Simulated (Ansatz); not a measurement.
Starting cell, Ti (hcp, Mg type):

```yaml
crystal:
  lattice:
    - [2.93885, 0.00000, 0.00000]
    - [-1.46943, 2.54512, 0.00000]
    - [0.00000, 0.00000, 4.64996]
  atoms:
    - { symbol: Ti, position: [0.33333, 0.66667, 0.75000] }
    - { symbol: Ti, position: [0.66667, 0.33333, 0.25000] }
```

The atoms are displaced by Q × the pattern below (from a DFPT mode at Γ, largest move 1; Q in Å), at fixed cell. It is one choice among 2 degenerate patterns.

```json
[
 {"atom": "Ti1", "x": "0.000", "y": "1.000", "z": "0.000"},
 {"atom": "Ti2", "x": "0.000", "y": "-1.000", "z": "0.000"}
]
```

These are PBE (plane waves to 420 eV, PAW, scalar-relativistic; Ansatz, a program for electronic structure) values and carry that method's errors. k mesh 18×18×10 (Γ-centred), Fermi-Dirac smearing 0.05 eV. The energy includes the smearing's −TS. With partly filled bands, energies and forces of such displacements shift with the k mesh and the smearing. The PAW data are Ansatz's earlier set. Ti is run without spin polarisation. Ti was relaxed with its symmetry unable to fall. ΔE is measured from the undisplaced structure.

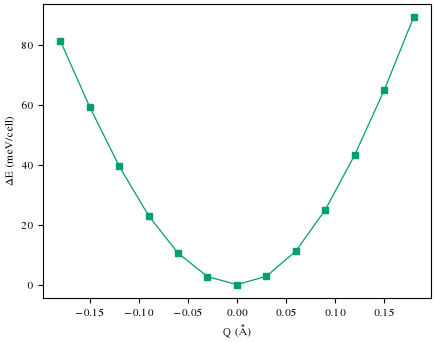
ΔE (meV/cell) against Q (Å); one marker a computed point.

Is the energy the same for displacements of ±0.180 Å, and if not, which side lies higher?

Not even: the positive side lies higher at ±0.180 Å.

What is the energy change at Q = 0.180 Å?

About 89 meV/cell.

What harmonic wavenumber does the curvature at Q = 0 give?

About 130 cm⁻¹.

(For displaced atoms, the force is minus the slope of the energy, and its curvature is a force constant, which sets phonon frequencies.)
